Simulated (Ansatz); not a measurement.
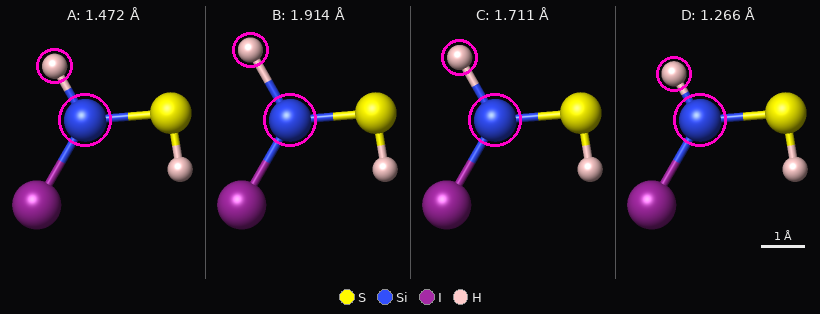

Energy scan for SiH$_{2}$SI (charge +1), in which the Si–H bond length is varied, with the rest of the molecule carried along rigidly. Style: ball-and-stick. Shown face on. The ringed atoms are those of the scanned coordinate.

Level of theory: r2SCAN-D4 (def2-TZVPP, Ansatz), on geometries moved rigidly from the minimum at PBE0-D4/def2-TZVP. Elements past krypton carry the basis set's effective core potentials. Energies are counted from the PBE0-D4/def2-TZVP minimum geometry at the same level.

Q: Rank the frames from lowest to highest energy.

A: Lowest first: A (the distance 1.472 Å, 0.0 kcal/mol), C (the distance 1.711 Å, 9.0 kcal/mol), D (the distance 1.266 Å, 12.5 kcal/mol), B (the distance 1.914 Å, 23.6 kcal/mol). Over the whole scan: the lowest computed point lies at the distance 1.472 Å (0.0 kcal/mol). At the ends of the scan the energy is 12.5 kcal/mol (1.266 Å) and 23.6 kcal/mol (1.914 Å). The curvature at the lowest point is about 19 eV/Å² (3.1 mdyn/Å). The well is steeper on the short side, as for any bond.
